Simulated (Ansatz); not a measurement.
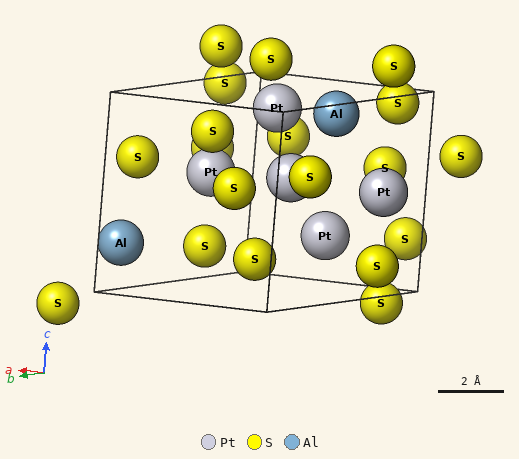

Fig. 1: The starting structure (spheres-only view of the cell of the calculation, seen at an oblique angle; bonded neighbours outside the cell are drawn too).

**AlPt2S3: molecular dynamics (part 1 of 2)**

The run: molecular dynamics of AlPt2S3 (disordered cell, 12 atoms in the cell). Method and program: DFT with PBE, PAW plane waves, no spin polarisation (Ansatz 0.2.0).

The structure is a generated disordered packing, not a quenched model of a glass.

### Output
```
Warning: md: disabling space-group detection — thermal motion breaks the input geometry's symmetry, so no spatial operation reduces the k-mesh or symmetrises the density; time reversal is kept, so that k and −k are solved as one point where they differ and the mesh holds both, and exact exchange and, on two spinor components, a DFT+U term hold to it where the run has them: on two components no moment then forms, and a state that bears one, which a typed moment (crystal.atoms[].spin; refused beside efield: under a hybrid functional) reaches, can lie lower, under hf by electronvolts; crystal.symmetry.detect: false (a key that needs symmetry detection or time reversal refuses this as the deck is read) with time_reversal: false beside it drops time reversal too
Engine: ansatz 0.2.0, aarch64-unknown-linux-gnu
Pseudopotentials: kind: paw
Pseudopotential: Pt, paw, valence charge 18, recommended cutoff 420 eV (normal), Pt.paw.azcp
Pseudopotential: S, paw, valence charge 6, recommended cutoff 420 eV (normal), S.paw.azcp
Pseudopotential: Al, paw, valence charge 3, recommended cutoff 420 eV (normal), Al.paw.azcp
Functional definition: PBE
  parameter kappa = 0.804
  parameter beta = 0.06672455060314922
  exchange = pbe_x(kappa = kappa, mu = beta*pi^2/3)
  correlation = pbe_c(beta = beta)
Crystal: 12 atoms, lattice volume = 249.522 Å³
Basis set: ecut = 420 eV, 4901 PW (Γ), exchange–correlation on 90×90×90 points (8 copies of the dense FFT grid, shifted against one another)
Bands: 69, of which v1, the nominal top of the filled ones, is band 57 counted from 1 (56 counted from 0)
Symmetry: 1 space group operations
k-points: 10 of 18 (time reversal used)
Non-local potential: Pt, projectors of the file, l = 0: 3, l = 1: 2, l = 2: 2, l = 3: 1
Non-local potential: S, projectors of the file, l = 0: 2, l = 1: 2, l = 2: 2
Non-local potential: Al, projectors of the file, l = 0: 2, l = 1: 2, l = 2: 1
PAW form: soft (Blöchl's): semilocal exchange-correlation on the pseudo side does not see the compensation charge
PAW one-centre angular grid: Pt, 590 points (default); XC on 64 Gauss nodes
PAW one-centre angular grid: S, 110 points (default); XC on 64 Gauss nodes
PAW one-centre angular grid: Al, 110 points (default); XC on 64 Gauss nodes
Initial density: superposition of atomic densities (neutral atoms: chi_scale 0, normalization atom), corrected by the library's trained network
Initial wavefunctions: pseudopotential atomic-orbital guess
Functional: x = pbe(κ = 0.804, μ = 0.2195149727645171), c = pbe(β = 0.06672455060314922)
SCF iter   1: F=—  HF=-56571.751638 eV  |F-HF|=—  |Δ(HF+E_count)|=         —  Δρ=5.94e-3  dr2=9.66e-2  ethr=1.77e-3  ⟨swp⟩=6.0  Hψ=2588  notcnv=0
preconditioner: auto → Kerker (q_TF=auto, 2.394 Å⁻¹)  [metal: Δε(μ)=0.039 eV  Ē_g=5.971 eV  σ=0.150 eV  W_gap=0.18  n_scr=60 (ndim 8)  ℏωp=21.3 eV  f_vac=0.000  D(μ)=8.90/eV (n_scr^D=74)]
SCF iter   2: F=—  HF=-56571.743788 eV  |F-HF|=—  |Δ(HF+E_count)|=   7.85e-3  S|Δr|=    0.00e0  Δρ=3.03e-3  dr2=3.07e-2  ethr=8.47e-5  ⟨swp⟩=1.0  Hψ=800  notcnv=0
SCF iter   3: F=—  HF=-56571.740596 eV  |F-HF|=—  |Δ(HF+E_count)|=   3.19e-3  S|Δr|=    0.00e0  Δρ=4.87e-4  dr2=1.61e-3  ethr=2.69e-5  ⟨swp⟩=2.0  Hψ=1064  notcnv=0
SCF iter   4: F=—  HF=-56571.740453 eV  |F-HF|=—  |Δ(HF+E_count)|=   1.43e-4  S|Δr|=    0.00e0  Δρ=1.66e-4  dr2=1.71e-4  ethr=1.41e-6  ⟨swp⟩=1.0  Hψ=660  notcnv=0
SCF iter   5: F=—  HF=-56571.740448 eV  |F-HF|=—  |Δ(HF+E_count)|=   5.70e-6  S|Δr|=    0.00e0  Δρ=5.13e-5  dr2=1.28e-5  ethr=1.50e-7  ⟨swp⟩=2.7  Hψ=1020  notcnv=0
SCF iter   6: F=—  HF=-56571.740473 eV  |F-HF|=—  |Δ(HF+E_count)|=   2.56e-5  S|Δr|=    0.00e0  Δρ=1.75e-5  dr2=1.51e-6  ethr=1.12e-8  ⟨swp⟩=2.1  Hψ=1013  notcnv=0
SCF iter   7: F=—  HF=-56571.740314 eV  |F-HF|=—  |Δ(HF+E_count)|=   1.60e-4  S|Δr|=    0.00e0  Δρ=4.93e-6  dr2=1.13e-7  ethr=1.32e-9  ⟨swp⟩=2.0  Hψ=988  notcnv=0
SCF iter   8: F=—  HF=-56571.740314 eV  |F-HF|=—  |Δ(HF+E_count)|=   2.61e-8  S|Δr|=    0.00e0  Δρ=1.63e-6  dr2=1.30e-8  ethr=1.05e-11  ⟨swp⟩=4.0  Hψ=2296  notcnv=0
SCF iter   9: F=-56571.740314 eV  HF=-56571.740314 eV  |F-HF|=8.00e-11  |Δ(HF+E_count)|=   2.99e-9  S|Δr|=    0.00e0  Δρ=4.68e-7  dr2=8.29e-10  ethr=1.05e-11  ⟨swp⟩=3.0  Hψ=1860  notcnv=0
SCF 1 converged in 9 iterations: F = -56571.740314 eV  dr2 = 8.29e-10
  greatest PAW one-centre occupation: 1.000 electrons in one spin orbital (limit 2), on the Pt atom at site 0 (counted from 0), in its partial waves of l = 0
md step     0: t =     0.00 fs  T =  2000.0 K  F+E_penalty+E_count = -56571.74031385 eV  E_kin = 2.843720 eV  conserved = -56568.89659387 eV  (9 SCF iters)
Initial density: handed on by an earlier stage of this run
Initial wavefunctions: those handed on with the density
iter 1 solved again at ethr=1.19e-6 eV; its pass at ethr=3.10e-3 eV (dr2=1.35e-3 eV) is discarded
SCF iter   1: F=—  HF=-56571.756327 eV  |F-HF|=—  |Δ(HF+E_count)|=         —  Δρ=5.37e-4  dr2=1.18e-3  ethr=1.19e-6  ⟨swp⟩=2.0  Hψ=2814  notcnv=0
preconditioner: auto → Kerker (q_TF=auto, 2.394 Å⁻¹)  [metal: Δε(μ)=0.035 eV  Ē_g=5.967 eV  σ=0.150 eV  W_gap=0.16  n_scr=60 (ndim 8)  ℏωp=21.3 eV  f_vac=0.000  D(μ)=9.10/eV (n_scr^D=74)]
SCF iter   2: F=—  HF=-56571.756225 eV  |F-HF|=—  |Δ(HF+E_count)|=   1.02e-4  S|Δr|=    0.00e0  Δρ=2.78e-4  dr2=3.74e-4  ethr=1.04e-6  ⟨swp⟩=1.0  Hψ=690  notcnv=0
SCF iter   3: F=—  HF=-56571.756187 eV  |F-HF|=—  |Δ(HF+E_count)|=   3.75e-5  S|Δr|=    0.00e0  Δρ=4.26e-5  dr2=1.20e-5  ethr=3.28e-7  ⟨swp⟩=1.0  Hψ=690  notcnv=0
SCF iter   4: F=—  HF=-56571.756028 eV  |F-HF|=—  |Δ(HF+E_count)|=   1.60e-4  S|Δr|=    0.00e0  Δρ=1.16e-5  dr2=6.64e-7  ethr=1.05e-8  ⟨swp⟩=2.3  Hψ=1062  notcnv=0
SCF iter   5: F=—  HF=-56571.756028 eV  |F-HF|=—  |Δ(HF+E_count)|=   5.60e-8  S|Δr|=    0.00e0  Δρ=3.66e-6  dr2=5.53e-8  ethr=5.83e-10  ⟨swp⟩=2.0  Hψ=1092  notcnv=0
SCF iter   6: F=-56571.756028 eV  HF=-56571.756028 eV  |F-HF|=3.64e-10  |Δ(HF+E_count)|=   7.68e-9  S|Δr|=    0.00e0  Δρ=1.08e-6  dr2=5.60e-9  ethr=1.05e-11  ⟨swp⟩=4.0  Hψ=2239  notcnv=0
SCF 2 converged in 6 iterations: F = -56571.756028 eV  dr2 = 5.60e-9
md step     1: t =     0.50 fs  T =  2011.1 K  F+E_penalty+E_count = -56571.75602764 eV  E_kin = 2.859432 eV  conserved = -56568.89659582 eV  (6 SCF iters)
[... from here on the SCF iterations and repeated set-up lines of each step are left out, up to the last step ...]
SCF 3 converged in 6 iterations: F = -56571.773375 eV  dr2 = 5.70e-9
md step     2: t =     1.00 fs  T =  2023.2 K  F+E_penalty+E_count = -56571.77337521 eV  E_kin = 2.876777 eV  conserved = -56568.89659791 eV  (6 SCF iters)
SCF 4 converged in 6 iterations: F = -56571.792325 eV  dr2 = 5.70e-9
md step     3: t =     1.50 fs  T =  2036.6 K  F+E_penalty+E_count = -56571.79232528 eV  E_kin = 2.895725 eV  conserved = -56568.89660025 eV  (6 SCF iters)
SCF 5 converged in 6 iterations: F = -56571.812844 eV  dr2 = 5.61e-9
md step     4: t =     2.00 fs  T =  2051.0 K  F+E_penalty+E_count = -56571.81284393 eV  E_kin = 2.916241 eV  conserved = -56568.89660281 eV  (6 SCF iters)
SCF 6 converged in 2 iterations: F = -56571.834895 eV  dr2 = 3.92e-9
md step     5: t =     2.50 fs  T =  2066.5 K  F+E_penalty+E_count = -56571.83489487 eV  E_kin = 2.938289 eV  conserved = -56568.89660556 eV  (2 SCF iters)
SCF 7 converged in 2 iterations: F = -56571.858440 eV  dr2 = 6.23e-9
md step     6: t =     3.00 fs  T =  2083.1 K  F+E_penalty+E_count = -56571.85843979 eV  E_kin = 2.961831 eV  conserved = -56568.89660849 eV  (2 SCF iters)
SCF 8 converged in 2 iterations: F = -56571.883439 eV  dr2 = 1.00e-8
md step     7: t =     3.50 fs  T =  2100.6 K  F+E_penalty+E_count = -56571.88343857 eV  E_kin = 2.986827 eV  conserved = -56568.89661160 eV  (2 SCF iters)
SCF 9 converged in 3 iterations: F = -56571.909850 eV  dr2 = 8.12e-10
md step     8: t =     4.00 fs  T =  2119.2 K  F+E_penalty+E_count = -56571.90984955 eV  E_kin = 3.013235 eV  conserved = -56568.89661486 eV  (3 SCF iters)
SCF 10 converged in 2 iterations: F = -56571.937630 eV  dr2 = 3.68e-9
md step     9: t =     4.50 fs  T =  2138.8 K  F+E_penalty+E_count = -56571.93762968 eV  E_kin = 3.041011 eV  conserved = -56568.89661820 eV  (2 SCF iters)
SCF 11 converged in 6 iterations: F = -56571.966735 eV  dr2 = 5.35e-9
md step    10: t =     5.00 fs  T =  2159.2 K  F+E_penalty+E_count = -56571.96673474 eV  E_kin = 3.070113 eV  conserved = -56568.89662159 eV  (6 SCF iters)
SCF 12 converged in 3 iterations: F = -56571.997119 eV  dr2 = 1.54e-9
md step    11: t =     5.50 fs  T =  2180.6 K  F+E_penalty+E_count = -56571.99711944 eV  E_kin = 3.100494 eV  conserved = -56568.89662503 eV  (3 SCF iters)
SCF 13 converged in 2 iterations: F = -56572.028738 eV  dr2 = 4.17e-9
md step    12: t =     6.00 fs  T =  2202.8 K  F+E_penalty+E_count = -56572.02873752 eV  E_kin = 3.132109 eV  conserved = -56568.89662860 eV  (2 SCF iters)
SCF 14 converged in 3 iterations: F = -56572.061542 eV  dr2 = 4.66e-10
md step    13: t =     6.50 fs  T =  2225.9 K  F+E_penalty+E_count = -56572.06154184 eV  E_kin = 3.164910 eV  conserved = -56568.89663226 eV  (3 SCF iters)
SCF 15 converged in 2 iterations: F = -56572.095484 eV  dr2 = 2.52e-9
md step    14: t =     7.00 fs  T =  2249.8 K  F+E_penalty+E_count = -56572.09548443 eV  E_kin = 3.198848 eV  conserved = -56568.89663595 eV  (2 SCF iters)
SCF 16 converged in 2 iterations: F = -56572.130516 eV  dr2 = 9.86e-9
md step    15: t =     7.50 fs  T =  2274.4 K  F+E_penalty+E_count = -56572.13051650 eV  E_kin = 3.233877 eV  conserved = -56568.89663973 eV  (2 SCF iters)
SCF 17 converged in 3 iterations: F = -56572.166589 eV  dr2 = 6.89e-10
md step    16: t =     8.00 fs  T =  2299.8 K  F+E_penalty+E_count = -56572.16658854 eV  E_kin = 3.269945 eV  conserved = -56568.89664362 eV  (3 SCF iters)
SCF 18 converged in 2 iterations: F = -56572.203650 eV  dr2 = 1.66e-9
md step    17: t =     8.50 fs  T =  2325.8 K  F+E_penalty+E_count = -56572.20365027 eV  E_kin = 3.307003 eV  conserved = -56568.89664762 eV  (2 SCF iters)
SCF 19 converged in 2 iterations: F = -56572.241651 eV  dr2 = 7.53e-9
md step    18: t =     9.00 fs  T =  2352.6 K  F+E_penalty+E_count = -56572.24165075 eV  E_kin = 3.344999 eV  conserved = -56568.89665167 eV  (2 SCF iters)
SCF 20 converged in 3 iterations: F = -56572.280538 eV  dr2 = 3.36e-10
md step    19: t =     9.50 fs  T =  2379.9 K  F+E_penalty+E_count = -56572.28053837 eV  E_kin = 3.383883 eV  conserved = -56568.89665574 eV  (3 SCF iters)
SCF 21 converged in 6 iterations: F = -56572.320261 eV  dr2 = 6.36e-9
md step    20: t =    10.00 fs  T =  2407.8 K  F+E_penalty+E_count = -56572.32026091 eV  E_kin = 3.423601 eV  conserved = -56568.89665980 eV  (6 SCF iters)
SCF 22 converged in 3 iterations: F = -56572.360766 eV  dr2 = 1.64e-9
md step    21: t =    10.50 fs  T =  2436.3 K  F+E_penalty+E_count = -56572.36076563 eV  E_kin = 3.464102 eV  conserved = -56568.89666388 eV  (3 SCF iters)
SCF 23 converged in 2 iterations: F = -56572.401999 eV  dr2 = 5.62e-9
md step    22: t =    11.00 fs  T =  2465.3 K  F+E_penalty+E_count = -56572.40199932 eV  E_kin = 3.505331 eV  conserved = -56568.89666811 eV  (2 SCF iters)
SCF 24 converged in 3 iterations: F = -56572.443908 eV  dr2 = 6.78e-10
md step    23: t =    11.50 fs  T =  2494.8 K  F+E_penalty+E_count = -56572.44390847 eV  E_kin = 3.547236 eV  conserved = -56568.89667239 eV  (3 SCF iters)
SCF 25 converged in 2 iterations: F = -56572.486439 eV  dr2 = 1.88e-9
md step    24: t =    12.00 fs  T =  2524.7 K  F+E_penalty+E_count = -56572.48643934 eV  E_kin = 3.589763 eV  conserved = -56568.89667658 eV  (2 SCF iters)
SCF 26 converged in 2 iterations: F = -56572.529538 eV  dr2 = 9.01e-9
md step    25: t =    12.50 fs  T =  2555.0 K  F+E_penalty+E_count = -56572.52953815 eV  E_kin = 3.632857 eV  conserved = -56568.89668076 eV  (2 SCF iters)
SCF 27 converged in 3 iterations: F = -56572.573151 eV  dr2 = 3.12e-10
md step    26: t =    13.00 fs  T =  2585.7 K  F+E_penalty+E_count = -56572.57315132 eV  E_kin = 3.676466 eV  conserved = -56568.89668499 eV  (3 SCF iters)
SCF 28 converged in 2 iterations: F = -56572.617226 eV  dr2 = 1.27e-9
md step    27: t =    13.50 fs  T =  2616.7 K  F+E_penalty+E_count = -56572.61722558 eV  E_kin = 3.720536 eV  conserved = -56568.89668928 eV  (2 SCF iters)
SCF 29 converged in 2 iterations: F = -56572.661708 eV  dr2 = 3.89e-9
md step    28: t =    14.00 fs  T =  2648.0 K  F+E_penalty+E_count = -56572.66170832 eV  E_kin = 3.765015 eV  conserved = -56568.89669359 eV  (2 SCF iters)
SCF 30 converged in 2 iterations: F = -56572.706548 eV  dr2 = 4.84e-9
md step    29: t =    14.50 fs  T =  2679.5 K  F+E_penalty+E_count = -56572.70654778 eV  E_kin = 3.809850 eV  conserved = -56568.89669787 eV  (2 SCF iters)
SCF 31 converged in 6 iterations: F = -56572.751693 eV  dr2 = 8.71e-9
md step    30: t =    15.00 fs  T =  2711.2 K  F+E_penalty+E_count = -56572.75169336 eV  E_kin = 3.854991 eV  conserved = -56568.89670198 eV  (6 SCF iters)
SCF 32 converged in 3 iterations: F = -56572.797096 eV  dr2 = 1.19e-9
md step    31: t =    15.50 fs  T =  2743.2 K  F+E_penalty+E_count = -56572.79709597 eV  E_kin = 3.900390 eV  conserved = -56568.89670588 eV  (3 SCF iters)
SCF 33 converged in 2 iterations: F = -56572.842708 eV  dr2 = 2.16e-9
md step    32: t =    16.00 fs  T =  2775.2 K  F+E_penalty+E_count = -56572.84270829 eV  E_kin = 3.945999 eV  conserved = -56568.89670971 eV  (2 SCF iters)
SCF 34 converged in 2 iterations: F = -56572.888485 eV  dr2 = 6.61e-9
md step    33: t =    16.50 fs  T =  2807.4 K  F+E_penalty+E_count = -56572.88848522 eV  E_kin = 3.991772 eV  conserved = -56568.89671344 eV  (2 SCF iters)
SCF 35 converged in 2 iterations: F = -56572.934384 eV  dr2 = 1.07e-8
md step    34: t =    17.00 fs  T =  2839.7 K  F+E_penalty+E_count = -56572.93438419 eV  E_kin = 4.037667 eV  conserved = -56568.89671687 eV  (2 SCF iters)
SCF 36 converged in 3 iterations: F = -56572.980366 eV  dr2 = 5.45e-10
md step    35: t =    17.50 fs  T =  2872.0 K  F+E_penalty+E_count = -56572.98036562 eV  E_kin = 4.083646 eV  conserved = -56568.89672010 eV  (3 SCF iters)
SCF 37 converged in 2 iterations: F = -56573.026393 eV  dr2 = 5.36e-9
md step    36: t =    18.00 fs  T =  2904.4 K  F+E_penalty+E_count = -56573.02639328 eV  E_kin = 4.129670 eV  conserved = -56568.89672324 eV  (2 SCF iters)
SCF 38 converged in 3 iterations: F = -56573.072435 eV  dr2 = 1.22e-9
md step    37: t =    18.50 fs  T =  2936.8 K  F+E_penalty+E_count = -56573.07243473 eV  E_kin = 4.175709 eV  conserved = -56568.89672616 eV  (3 SCF iters)
SCF 39 converged in 2 iterations: F = -56573.118462 eV  dr2 = 2.13e-9
md step    38: t =    19.00 fs  T =  2969.2 K  F+E_penalty+E_count = -56573.11846173 eV  E_kin = 4.221733 eV  conserved = -56568.89672875 eV  (2 SCF iters)
SCF 40 converged in 2 iterations: F = -56573.164451 eV  dr2 = 6.34e-9
md step    39: t =    19.50 fs  T =  3001.5 K  F+E_penalty+E_count = -56573.16445064 eV  E_kin = 4.267720 eV  conserved = -56568.89673100 eV  (2 SCF iters)
iter 1 solved again at ethr=1.31e-6 eV; its pass at ethr=3.10e-3 eV (dr2=1.50e-3 eV) is discarded
SCF iter   1: F=—  HF=-56573.210739 eV  |F-HF|=—  |Δ(HF+E_count)|=         —  Δρ=6.58e-4  dr2=1.61e-3  ethr=1.31e-6  ⟨swp⟩=2.6  Hψ=2802  notcnv=0
preconditioner: auto → Kerker (q_TF=auto, 2.394 Å⁻¹)  [metal: Δε(μ)=0.052 eV  Ē_g=6.175 eV  σ=0.150 eV  W_gap=0.25  n_scr=60 (ndim 8)  ℏωp=21.3 eV  f_vac=0.000  D(μ)=7.97/eV (n_scr^D=60)]
SCF iter   2: F=—  HF=-56573.210571 eV  |F-HF|=—  |Δ(HF+E_count)|=   1.68e-4  S|Δr|=    0.00e0  Δρ=3.38e-4  dr2=4.79e-4  ethr=1.31e-6  ⟨swp⟩=1.0  Hψ=690  notcnv=0
SCF iter   3: F=—  HF=-56573.210501 eV  |F-HF|=—  |Δ(HF+E_count)|=   6.97e-5  S|Δr|=    0.00e0  Δρ=5.12e-5  dr2=1.66e-5  ethr=4.20e-7  ⟨swp⟩=1.0  Hψ=690  notcnv=0
SCF iter   4: F=—  HF=-56573.210540 eV  |F-HF|=—  |Δ(HF+E_count)|=   3.86e-5  S|Δr|=    0.00e0  Δρ=1.40e-5  dr2=1.13e-6  ethr=1.45e-8  ⟨swp⟩=2.7  Hψ=1094  notcnv=0
SCF iter   5: F=—  HF=-56573.210383 eV  |F-HF|=—  |Δ(HF+E_count)|=   1.57e-4  S|Δr|=    0.00e0  Δρ=4.53e-6  dr2=1.08e-7  ethr=9.91e-10  ⟨swp⟩=2.2  Hψ=1072  notcnv=0
SCF iter   6: F=-56573.210383 eV  HF=-56573.210383 eV  |F-HF|=9.02e-10  |Δ(HF+E_count)|=   7.41e-9  S|Δr|=    0.00e0  Δρ=1.42e-6  dr2=1.05e-8  ethr=1.05e-11  ⟨swp⟩=4.0  Hψ=2293  notcnv=0
SCF 41 converged in 6 iterations: F = -56573.210383 eV  dr2 = 1.05e-8
md step    40: t =    20.00 fs  T =  3033.8 K  F+E_penalty+E_count = -56573.21038282 eV  E_kin = 4.313650 eV  conserved = -56568.89673285 eV  (6 SCF iters)
```
